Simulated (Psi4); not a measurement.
# GeH2 (SMILES [GeH2]) at B3LYP/def2-SVP (sweep point 4)

What is the vertical electron affinity of GeH2 at B3LYP/def2-SVP (sweep point 4)? 

The results are computed with Psi4 1.11.

4 further runs of the same task are left out: 4 set aside as unsound or not needed.

### 1 Starting point

GeH2 has 3 atoms, charge 0, and is taken as a singlet. As SMILES, `[GeH2]`. Geometry: relaxed at PBE0-D4/def2-TZVP.

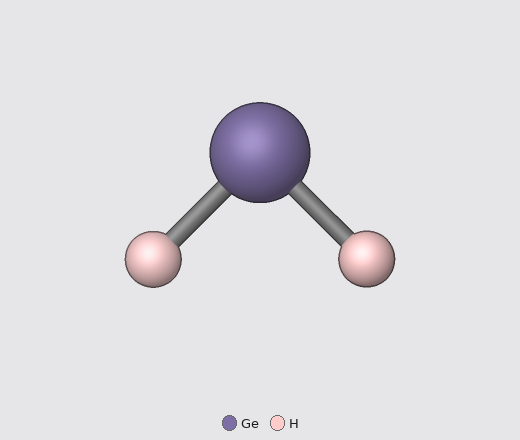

The structure, seen from a chosen angle (germanium purple, hydrogen pink).

### 2 The energy at B3LYP/def2-SVP (sweep point 4)

input.inp reads:

```
memory 1600 MB

molecule mol {
  Ge    -1.07733286     0.76552805    -0.49832078
  H      1.47965556     1.40520035     0.96187060
  H     -0.40232269    -2.17072840    -0.46354982
  units au
  symmetry c1
}

set basis def2-SVP
set puream true
set scf_type pk
set dft_radial_points 50
set dft_spherical_points 194

E = energy("b3lyp")
```

Started as:

```sh
psi4 -i input.inp -o input.out -n 1
```

input.out:

```text
[...]
  Running in c1 symmetry.
[...]
  Nuclear repulsion =   21.473702033599352
[...]
  Multiplicity = 1
[...]
  Nalpha       = 17
  Nbeta        = 17
[...]
    Number of basis functions: 42
[...]
   @RKS iter   1: -2076.67733661526881   -2.26979e+00   5.50102e-02 DIIS/ADIIS
[...]
   @RKS iter   8: -2077.93262816016886   -7.88077e-10   7.25725e-08 DIIS
[...]
    Orbital Energies [Eh]
    ---------------------
    Doubly Occupied:
       1A   -398.708174     2A    -49.774873     3A    -44.311420
       4A    -44.307859     5A    -44.307039     6A     -6.222848
       7A     -4.404650     8A     -4.392499     9A     -4.389447
      10A     -1.224359    11A     -1.221049    12A     -1.218509
      13A     -1.210938    14A     -1.208417    15A     -0.518762
      16A     -0.314368    17A     -0.245955
[...]
  @RKS Final Energy: -2077.93262816016886
   => Energetics <=
    Nuclear Repulsion Energy =             21.4737020335993520
    One-Electron Energy =               -2937.7643217196264231
    Two-Electron Energy =                 902.5216776369570653
    DFT Exchange-Correlation Energy =     -64.1636861110985421
    Empirical Dispersion Energy =           0.0000000000000000
    VV10 Nonlocal Energy =                  0.0000000000000000
    Total Energy =                      -2077.9326281601688606
[...]
 Multipole Moments:
 ------------------------------------------------------------------------------------
     Multipole            Electronic (a.u.)      Nuclear  (a.u.)        Total (a.u.)
 ------------------------------------------------------------------------------------
 L = 1.  Multiply by 2.5417464519 to convert [e a0] to [Debye]
 Dipole X            :         -1.9824528            1.9501117           -0.0323410
 Dipole Y            :          1.2873702           -1.2664574            0.0209129
 Dipole Z            :         -0.0000000           -0.0000000           -0.0000000
 Magnitude           :                                                    0.0385135
[...]
```

Wall time 2.8 s (1 thread of Intel Xeon Platinum 8259CL at 2.50GHz (Skylake/Cascade Lake), shared host); peak memory 0.24 GiB.

### 3 The doublet anion

calc.inp reads:

```
memory 1600 MB

molecule m {
  -1 2
  Ge    -1.07733286     0.76552805    -0.49832078
  H      1.47965556     1.40520035     0.96187060
  H     -0.40232269    -2.17072840    -0.46354982
  units bohr
  symmetry c1
}

set basis def2-SVP
set reference uks
set puream true
set scf_type pk
set dft_radial_points 50
set dft_spherical_points 194
set maxiter 150

result, w = energy("b3lyp", return_wfn=True)
```

Started as:

```sh
psi4 -n 1 calc.inp calc.out
```

calc.out:

```text
[...]
  Running in c1 symmetry.
[...]
  Nuclear repulsion =   21.473702033599352
[...]
  Multiplicity = 2
[...]
  Nalpha       = 18
  Nbeta        = 17
[...]
    Number of basis functions: 42
[...]
   @UKS iter   1: -2076.38980925813075   -1.98227e+00   5.71379e-02 ADIIS/DIIS
[...]
   @UKS iter   9: -2077.96035215595202   -6.31690e-09   3.10076e-07 DIIS
[...]
   @S^2 Observed:                7.527846527E-01
[...]
    Orbital Energies [Eh]
    ---------------------
    Alpha Occupied:
       1A   -398.414731     2A    -49.481169     3A    -44.016415
       4A    -44.015228     5A    -44.014488     6A     -5.928873
       7A     -4.104493     8A     -4.102102     9A     -4.099267
      10A     -0.925614    11A     -0.924725    12A     -0.923204
      13A     -0.922354    14A     -0.920362    15A     -0.261184
      16A     -0.068012    17A      0.001245    18A      0.066275
    Alpha Virtual:
      19A      0.259647    20A      0.294280    21A      0.370807
      22A      0.523667    23A      0.543641    24A      0.575024
      25A      0.630137    26A      0.633283    27A      0.635408
[...]
  @UKS Final Energy: -2077.96035215595202
   => Energetics <=
    Nuclear Repulsion Energy =             21.4737020335993520
    One-Electron Energy =               -2947.5309383699222963
    Two-Electron Energy =                 912.4427822739714884
    DFT Exchange-Correlation Energy =     -64.3458980936003542
    Empirical Dispersion Energy =           0.0000000000000000
    VV10 Nonlocal Energy =                  0.0000000000000000
    Total Energy =                      -2077.9603521559520232
[...]
 Multipole Moments:
 ------------------------------------------------------------------------------------
     Multipole            Electronic (a.u.)      Nuclear  (a.u.)        Total (a.u.)
 ------------------------------------------------------------------------------------
 L = 1.  Multiply by 2.5417464519 to convert [e a0] to [Debye]
 Dipole X            :         -2.1342059            1.9501117           -0.1840941
 Dipole Y            :          1.3858964           -1.2664574            0.1194390
 Dipole Z            :         -0.0000000           -0.0000000           -0.0000000
 Magnitude           :                                                    0.2194455
[...]
```

Wall time 3.9 s (1 thread of Intel Xeon Platinum 8259CL at 2.50GHz (Skylake/Cascade Lake), shared host); peak memory 0.24 GiB.

### 4 Results

Level: B3LYP/def2-SVP (sweep point 4).

```
                                         quantity           value
                       singlet GeH2: total energy  -2077.93263 Eh
                      singlet GeH2: dipole moment          0.10 D
                        singlet GeH2: HOMO energy        -6.69 eV
                        singlet GeH2: LUMO energy        -3.27 eV
                      singlet GeH2: HOMO–LUMO gap         3.43 eV
                      doublet anion: total energy  -2077.96035 Eh
doublet anion: HOMO energy (highest over α and β)         1.80 eV
 doublet anion: LUMO energy (lowest over α and β)         4.34 eV
                              doublet anion: ⟨S²⟩           0.753
vertical electron affinity (to the doublet anion)        0.754 eV
```

At fixed nuclei the extra electron is bound by 0.75 eV (72.8 kJ/mol). The basis has no diffuse functions, so the error can be as large as this value. The HOMO (doublet anion) lies at positive energy, 1.80 eV; only total energies tell whether the electron is bound.
